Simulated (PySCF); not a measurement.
## Run report: TaO₂ (charge −1), frequency calculation

TaO₂, charge −1, computed with RKS-based PBE0, Ta def2-SVPD with ECP60, O def2-SVPD; non-relativistic Hamiltonian with a scalar-relativistic core potential; density fitting (PySCF 2.14.0).

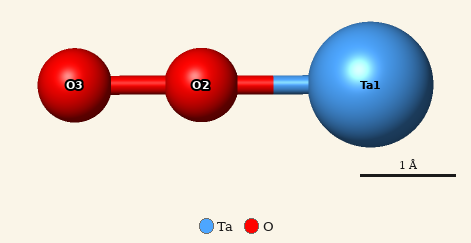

Fig. 1: The input geometry (ball-and-stick view, seen on its broad side; atoms are numbered from 1 in the order of the input). Sticks mark near contacts.

### Input
```python
from pyscf import gto, scf, dft
mol = gto.M(atom='''
Ta    -0.143714    -0.000000    -0.338448
O      0.552118     0.000000     1.300242
O      1.073517     0.000000     2.528141''',
    basis={'Ta': 'def2-SVPD', 'O': 'def2-SVPD'},
    ecp={'Ta': 'def2-SVPD'},
    charge=-1, spin=0)
mf = dft.RKS(mol, xc='PBE0')
mf.grids.atom_grid = (75, 302)
aux = {'Ta': 'def2-universal-JKFIT', 'O': 'def2-universal-JKFIT'}
mf = mf.density_fit(auxbasis=aux)
mf.conv_tol = 1e-09
mf.diis_space = 10
mf.max_cycle = 60
mf.verbose = 4
mf.kernel()
```

The script is an equivalent of the set-up of the self-consistent field. The run itself was carried out by a driver, which started from the orbitals of the step before it where there was one and computed the further properties.

Launched with:
```bash
OMP_NUM_THREADS=2 python axn.py task.json out
```

### Output
```
init E= -206.9983940574
  HOMO = 0.0228157796207249  LUMO = 0.0976863185552979  gap/eV = 2.03733
cycle= 1 E= -206.998394057309  delta_E= 9.17e-11  |g|= 2.03e-05  |ddm|= 3.14e-05
  HOMO = 0.0228207751338836  LUMO = 0.0976888314531544  gap/eV = 2.03726
cycle= 2 E= -206.998394056191  delta_E= 1.12e-09  |g|= 6.93e-05  |ddm|= 0.0001
  HOMO = 0.0228172634540016  LUMO = 0.0976870305608172  gap/eV = 2.03731
cycle= 3 E= -206.998394057413  delta_E= -1.22e-09  |g|= 1.06e-06  |ddm|= 7.57e-05
  HOMO = 0.0228170718384035  LUMO = 0.0976869521581537  gap/eV = 2.03731
cycle= 4 E= -206.998394057414  delta_E= -1.14e-12  |g|= 1.29e-07  |ddm|= 2.09e-06
  HOMO = 0.0228170816024758  LUMO = 0.0976869586668692  gap/eV = 2.03731
Extra cycle  E= -206.998394057405  delta_E= 9.27e-12  |g|= 2.79e-07  |ddm|= 3.48e-07
converged SCF energy = -206.998394057405
```

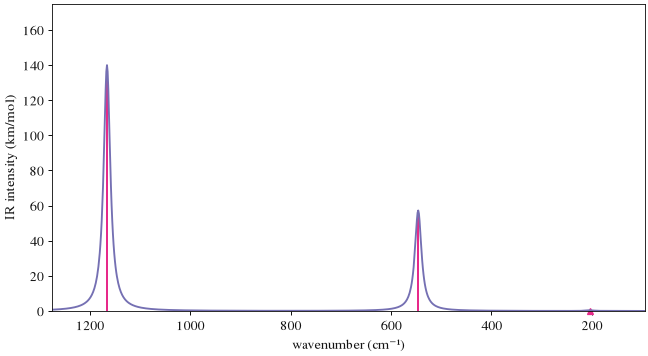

Fig. 2: Harmonic infrared spectrum, unscaled: sticks (degenerate modes added up, dark ones marked on the axis) with a Lorentzian envelope of 16 cm⁻¹ full width, scaled to the tallest stick. 4 modes from 203 to 1166 cm⁻¹, none imaginary. The strongest line is at 1166 cm⁻¹ (140 km/mol). All modes, in cm⁻¹ (km/mol): 203 (0.2), 203 (0.2), 546 (57), 1166 (140).

### Key numbers

```tsv
quantity	value
outcome	converged
total energy	−206.998394 hartree
HOMO	0.62 eV
LUMO	2.66 eV
zero-point energy	0.004823 hartree
wavenumbers, lowest and highest	203 and 1166 cm⁻¹
hardware	2 threads of Arm Neoverse V2, 24 GiB of memory available, shared host
wall time	15 s (CPU time 28 s)
peak memory	0.77 GiB
```

The highest filled orbital lies above zero: either the extra electron isn't bound at this level, or the self-interaction error of the functional lifts the level.
